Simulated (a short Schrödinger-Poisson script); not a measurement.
Structure: gated Al0.3Ga0.7N/GaN polarisation-induced gas, at 77 K.

| layer | material | thickness (nm) | Na (cm⁻³) |
|---|---|---|---|
| 1 | Al0.3Ga0.7N | 10 | - |
| 2 | GaN | 6000 | 1e15 |

Constants are typed, rounded textbook-type inputs, not results; the design itself was drawn at random and stands for no fabricated device. Al0.3Ga0.7N: permittivity 9.32, conduction-band edge (eV) 0.414, gap (eV) 4.021, electron mass (mₑ) 0.236, Nv at 300 K (cm⁻³) 4.6e19. GaN: permittivity 9.5, conduction-band edge (eV) 0, gap (eV) 3.43, Nv at 300 K (cm⁻³) 4.6e19.

Channel valleys (confinement mass, in-plane density-of-states mass, number): Γ 0.2, 0.2, 1. At the gate the conduction-band edge of layer 1 lies 1.23 eV − eVg above the Fermi level of the channel; the field vanishes at the back. Sheet of polarisation charge: +1.5e13 e/cm² at 10 nm from the gate. The barrier under the gate holds no holes. Gaps are held at their typed values at every temperature. Mesh 0.08 nm at interfaces.

From a short Schrödinger-Poisson script (our own, NumPy): 1D Poisson equation in equilibrium, electrons quantum, Hartree (BenDaniel-Duke, 40 states a valley, the channel's in-plane mass for all, wave functions free to enter the barrier), parabolic valleys, classical holes, full ionisation, no traps, pinning or gate leakage.

Only gate voltages with over 1e8 electrons/cm² are shown.

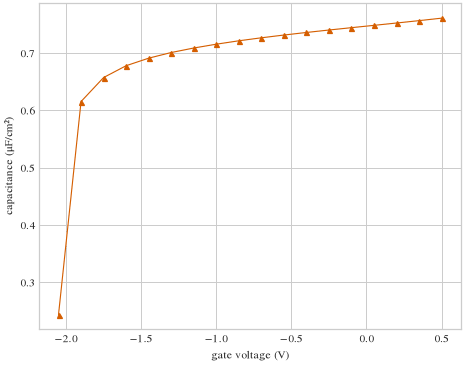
Figure: Quasi-static capacitance against gate voltage

```csv
Vg (V),electrons (cm⁻²),in the channel layer,C (μF/cm²),Γ E0 (meV),Γ E1 (meV)
0.5,1.13e13,1.03e13,0.761,-123.0,-10.4
0.35,1.06e13,9.73e12,0.756,-116.0,-8.7
0.2,9.86e12,9.15e12,0.752,-108.8,-7.0
0.05,9.16e12,8.56e12,0.748,-101.7,-5.3
-0.1,8.46e12,7.96e12,0.744,-94.5,-3.6
-0.25,7.76e12,7.35e12,0.740,-87.2,-1.8
-0.4,7.07e12,6.73e12,0.736,-79.9,0.0
-0.55,6.39e12,6.11e12,0.731,-72.6,1.9
-0.7,5.70e12,5.49e12,0.726,-65.3,3.9
-0.85,5.03e12,4.86e12,0.721,-57.9,6.1
-1,4.35e12,4.23e12,0.715,-50.4,8.5
-1.15,3.69e12,3.60e12,0.709,-42.9,11.0
-1.3,3.03e12,2.97e12,0.701,-35.4,13.8
-1.45,2.38e12,2.34e12,0.691,-27.8,16.8
-1.6,1.73e12,1.71e12,0.678,-20.1,19.8
-1.75,1.11e12,1.10e12,0.657,-12.1,23.0
-1.9,5.11e11,5.09e11,0.615,-2.6,27.1
-2.05,1.62e10,1.62e10,0.243,23.5,47.3
```

Subbands count from the Fermi level.
